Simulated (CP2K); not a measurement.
**One shape, several levels: doublet [GeH2]+**

We compute a comparison of 4 runs (UB3LYP/6-31G*, AM1, PM3, GFN1-xTB) of doublet [GeH2]+. 

Program for the calculation: CP2K 2026.2.

## Step 1: Starting point

The species is [GeH2]+ (3 atoms), meant as a doublet with charge +1. As SMILES of the parent species, `[GeH2]`. The shape is that of a PBE0-D4/def2-TZVP optimisation. That shape belongs to the parent species and isn't relaxed for this state.

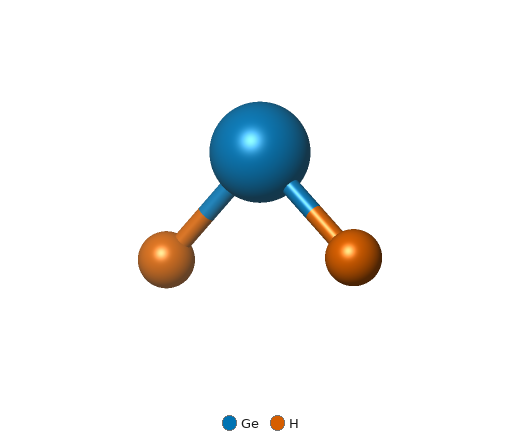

The structure, seen from a chosen angle (germanium blue, hydrogen orange).

## Step 2: The energy at UB3LYP/6-31G(d) (spherical functions) (run 1)

Input file molecule.inp:

```
&GLOBAL
   PROJECT molecule
   RUN_TYPE ENERGY
   PRINT_LEVEL MEDIUM
&END GLOBAL
&FORCE_EVAL
   METHOD QS
   &DFT
      BASIS_SET_FILE_NAME ./6_31gs.basis
      POTENTIAL_FILE_NAME POTENTIAL
      CHARGE 1
      MULTIPLICITY 2
      UNRESTRICTED_KOHN_SHAM T
      &QS
         METHOD GAPW
         EPS_DEFAULT 1.0E-10
      &END QS
      &MGRID
         CUTOFF 280
         REL_CUTOFF 50
         NGRIDS 4
      &END MGRID
      &POISSON
         PERIODIC NONE
         POISSON_SOLVER MULTIPOLE
      &END POISSON
      &SCF
         SCF_GUESS ATOMIC
         EPS_SCF 1.0E-06
         MAX_SCF 50
         &OT ON
            MINIMIZER DIIS
            PRECONDITIONER FULL_ALL
         &END OT
         &OUTER_SCF
            EPS_SCF 1.0E-06
            MAX_SCF 10
         &END OUTER_SCF
      &END SCF
      &XC
         &XC_FUNCTIONAL
            &HYB_GGA_XC_B3LYP
            &END HYB_GGA_XC_B3LYP
         &END XC_FUNCTIONAL
         &HF
            FRACTION 0.2
            &SCREENING
               EPS_SCHWARZ 1.0E-10
               SCREEN_ON_INITIAL_P F
            &END SCREENING
            &INTERACTION_POTENTIAL
               POTENTIAL_TYPE COULOMB
            &END INTERACTION_POTENTIAL
            &MEMORY
               MAX_MEMORY 1050
            &END MEMORY
         &END HF
      &END XC
      &PRINT
         &MOMENTS
            PERIODIC F
            REFERENCE COM
            MAX_MOMENT 1
         &END MOMENTS
         &MO_CUBES
            NLUMO 3
            NHOMO -1
            WRITE_CUBE F
         &END MO_CUBES
         &LOWDIN ON
         &END LOWDIN
         &HIRSHFELD OFF
         &END HIRSHFELD
         &MO_MOLDEN ON
            NDIGITS 8
            NLUMO 3
         &END MO_MOLDEN
      &END PRINT
   &END DFT
   &SUBSYS
      &CELL
         ABC [angstrom] 8.4 8.9 7.8
         PERIODIC NONE
      &END CELL
      &COORD
         SCALED T
         Ge   0.41945833   0.56827528   0.45046795
         H    0.58054167   0.60630899   0.54953205
         H    0.46198214   0.39369101   0.45282692
      &END COORD
      &KIND Ge
         BASIS_SET 6-31Gs
         POTENTIAL ALL
         LEBEDEV_GRID 194
         RADIAL_GRID 100
      &END KIND
      &KIND H
         BASIS_SET 6-31Gs
         POTENTIAL ALL
         LEBEDEV_GRID 194
         RADIAL_GRID 100
      &END KIND
   &END SUBSYS
&END FORCE_EVAL
```

Command:

```bash
OMP_NUM_THREADS=1 cp2k.psmp -i molecule.inp -o molecule.out
```

Output:

```text
CP2K| version string:                                       CP2K version 2026.2
[...]
 GLOBAL| Method name                                                        CP2K
[...]
 GLOBAL| Run type                                                         ENERGY
[...]
 DFT| Spin unrestricted (spin-polarized) Kohn-Sham calculation               UKS
 DFT| Multiplicity                                                             2
[...]
 DFT| Charge                                                                   1
[...]
 FUNCTIONAL| HYB_GGA_XC_B3LYP:
[...]
 QS| Method:                                                                GAPW
[...]
 QS| Density cutoff [a.u.]:                                                140.0
[...]
 QS| Relative density cutoff [a.u.]:                                        25.0
[...]
                             - Atoms:                                          3
[...]
                             - Spherical basis functions:                     36
[...]
 Number of electrons:                                                         17
[...]
     1 OT DIIS     0.15E+00    2.9     0.74842922     -1932.6649204310 -1.93E+03
[...]
    16 OT DIIS     0.15E+00    1.3     0.00000078     -2077.5592301219 -1.59E-09
  *** SCF run converged in    16 steps ***
[...]
  Overlap energy of the core charge distribution:               0.00000355155273
  Self energy of the core charge distribution:               -537.75625676301888
  Core Hamiltonian energy:                                  -1703.00550398430346
  Hartree energy:                                             124.29564720333593
  Exchange-correlation energy:                                -11.60565094254568
  Hartree-Fock Exchange energy:                               -15.55148375768508
[...]
                     Mulliken Population Analysis
 #  Atom  Element  Kind  Atomic population (alpha,beta) Net charge  Spin moment
       1     Ge       1        16.006064    15.326504     0.667432     0.679559
       2     H        2         0.496271     0.338125     0.165604     0.158146
       3     H        2         0.497666     0.335370     0.166964     0.162295
 # Total charge and spin       17.000000    16.000000     1.000000     1.000000
[...]
  Dipole moment [Debye]
    X=  0.2481975E+00 Y= -0.1725892E+00 Z=  0.1178013E+00  Total=      0.3244475
[...]
 HOMO - LUMO gap [eV] :    3.388190
 ENERGY| Total FORCE_EVAL ( QS ) energy [hartree]          -2077.559230121912151
[...]
```

Run time: 90 s. Hardware: 1 thread of Arm Neoverse V2, shared host; peak memory 0.47 GiB.

## Step 3: A single-point energy at AM1 (run 2)

Input file run.inp:

```
&GLOBAL
    PROJECT run
    RUN_TYPE ENERGY
    PRINT_LEVEL MEDIUM
&END

&FORCE_EVAL
    METHOD QUICKSTEP
    &DFT
        CHARGE 1
        MULTIPLICITY 2
        UNRESTRICTED_KOHN_SHAM T
        &QS
            METHOD AM1
            EPS_DEFAULT 1.0E-10
            &SE
                &COULOMB
                    CUTOFF [angstrom] 50
                    RC_RANGE [angstrom] 0
                &END
                &EXCHANGE
                    CUTOFF [angstrom] 50
                    RC_RANGE [angstrom] 0
                &END
            &END
        &END
        &POISSON
            PERIODIC NONE
            POISSON_SOLVER ANALYTIC
        &END
        &SCF
            SCF_GUESS ATOMIC
            EPS_SCF 1.0E-07
            MAX_SCF 100
            ADDED_MOS 2
            &DIAGONALIZATION
                ALGORITHM STANDARD
            &END
            &MIXING
                METHOD DIRECT_P_MIXING
                ALPHA 0.4
            &END
        &END
        &PRINT
            &MOMENTS
                PERIODIC F
                REFERENCE COM
                MAX_MOMENT 1
            &END
            &MO ON
                ENERGIES T
                OCCUPATION_NUMBERS T
                NDIGITS 6
                &EACH
                    QS_SCF 0
                &END
                ADD_LAST NUMERIC
            &END
            &HIRSHFELD OFF
            &END
        &END
    &END
    &SUBSYS
        &CELL
            ABC 17.4 17.9 16.8
            PERIODIC NONE
        &END
        &COORD
            Ge    -0.570100     0.405100    -0.263700
            H      0.783000     0.743600     0.509000
            H     -0.212900    -1.148700    -0.245300
        &END
        &TOPOLOGY
            &CENTER_COORDINATES
            &END
        &END
    &END
&END
```

Command:

```bash
OMP_NUM_THREADS=1 cp2k.psmp -i run.inp > run.out 2>&1
```

Output:

```text
CP2K| version string:                                       CP2K version 2026.2
[...]
 GLOBAL| Method name                                                        CP2K
[...]
 GLOBAL| Run type                                                         ENERGY
[...]
                             - Atoms:                                          3
[...]
                             - Spherical basis functions:                      6
[...]
 Number of electrons:                                                          3
[...]
     1 P_Mix/Diag. 0.40E+00    0.0     0.41852895        -2.7912384241 -2.79E+00
[...]
    23 DIIS/Diag.  0.15E-06    0.0     0.00000006        -3.6397678211 -1.04E-13
  *** SCF run converged in    23 steps ***
  Core-core repulsion energy [eV]:                             64.92927562082133
  Core Hamiltonian energy [eV]:                              -122.72116036971052
  Two-electron integral energy [eV]:                          -82.50246915914714
  Electronic energy [eV]:                                    -163.97239494928411
  Total energy [eV]:                                          -99.04311932846278
  Atomic reference energy [eV]:                               109.90113478207294
  Heat of formation [kcal/mol]:                               250.39180456597182
[...]
 SE_DIPOLE| Moment [Debye]          0.36567392      -0.25996391       0.16912858
 SE_DIPOLE| Derivative [a.u.]       0.00000000       0.00000000       0.00000000
 ENERGY| Total FORCE_EVAL ( QS ) energy [hartree]             -3.639767821091517
[...]
```

Wall time 0.22 s (1 thread of Arm Neoverse V2, shared host).

Run 3 isn't shown in full; the table further down has it.

## Step 4: A single-point energy at GFN1-xTB (run 4)

Input file calc.inp:

```
&GLOBAL
   PROJECT calc
   RUN_TYPE ENERGY
   PRINT_LEVEL MEDIUM
&END GLOBAL

&FORCE_EVAL
   METHOD Quickstep
   &DFT
      CHARGE 1
      MULTIPLICITY 2
      LSD T
      &QS
         METHOD XTB
         EPS_DEFAULT 1.0E-10
         &XTB
            GFN_TYPE 1
            CHECK_ATOMIC_CHARGES F
         &END XTB
      &END QS
      &POISSON
         PERIODIC NONE
         POISSON_SOLVER ANALYTIC
      &END POISSON
      &SCF
         SCF_GUESS ATOMIC
         EPS_SCF 1.0E-06
         MAX_SCF 30
         &OT
            MINIMIZER CG
            PRECONDITIONER FULL_ALL
         &END OT
         &OUTER_SCF
            EPS_SCF 1.0E-06
            MAX_SCF 10
         &END OUTER_SCF
      &END SCF
      &PRINT
         &MOMENTS
            PERIODIC F
            REFERENCE COM
            MAX_MOMENT 1
         &END MOMENTS
         &MO_CUBES
            NLUMO 1
            NHOMO -1
            WRITE_CUBE F
         &END MO_CUBES
         &HIRSHFELD OFF
         &END HIRSHFELD
      &END PRINT
   &END DFT
   &SUBSYS
      &CELL
         ABC 11.4 11.9 10.8
         PERIODIC NONE
      &END CELL
      &COORD
         SCALED T
         Ge   0.44065351   0.55106303   0.46422685
         H    0.55934649   0.57950840   0.53577315
         H    0.47198684   0.42049160   0.46593056
      &END COORD
   &END SUBSYS
&END FORCE_EVAL
```

Command:

```bash
OMP_NUM_THREADS=1 cp2k.psmp -i calc.inp > calc.out 2>&1
```

Output:

```text
CP2K| version string:                                       CP2K version 2026.2
[...]
 GLOBAL| Method name                                                        CP2K
[...]
 GLOBAL| Run type                                                         ENERGY
[...]
                             - Atoms:                                          3
[...]
                             - Spherical basis functions:                     13
[...]
 Number of electrons:                                                          3
[...]
     1 OT CG       0.15E+00    0.0     0.21944398        -1.9882383655 -1.99E+00
[...]
    14 OT CG       0.16E+00    0.0     0.00000081        -2.1535436734 -2.34E-11
  *** SCF run converged in    14 steps ***
[...]
 TB_DIPOLE| Moment [Debye]          0.81754344      -0.58093534       0.37815427
 TB_DIPOLE| Derivative [a.u.]       0.00000000       0.00000000       0.00000000
[...]
 ENERGY| Total FORCE_EVAL ( QS ) energy [hartree]             -2.153543673351619
[...]
```

It took 0.46 s on 1 thread of Arm Neoverse V2, shared host.

## Step 5: Overview of the runs

| run | level | scheme | SCF convergence threshold | energy (Eh) | HOMO energy (eV) | LUMO energy (eV) | wall time |
| --- | --- | --- | --- | --- | --- | --- | --- |
| 1 | UB3LYP/6-31G* (spherical functions) | GAPW | 1e-06 | -2077.559230 | -15.41 | -12.43 | 90 s |
| 2 | AM1 | – | 1e-07 | -3.639768 | -16.04 | -8.53 | 0.22 s |
| 3 | PM3 | – | 1e-06 | -3.893372 | -16.49 | -9.07 | 0.22 s |
| 4 | GFN1-xTB | – | 1e-06 | -2.153544 | -18.34 | – | 0.46 s |

## Step 6: Results

```
                                 quantity         value
                      run 4: total energy   -2.15354 Eh
run 4: HOMO energy (highest over α and β)     -18.34 eV
                 run 4: dispersion energy  -0.85 kJ/mol
```

Force-field and semi-empirical energies have zeros of their own, so their totals don't compare. All runs together took 91 s, the longest 90 s.
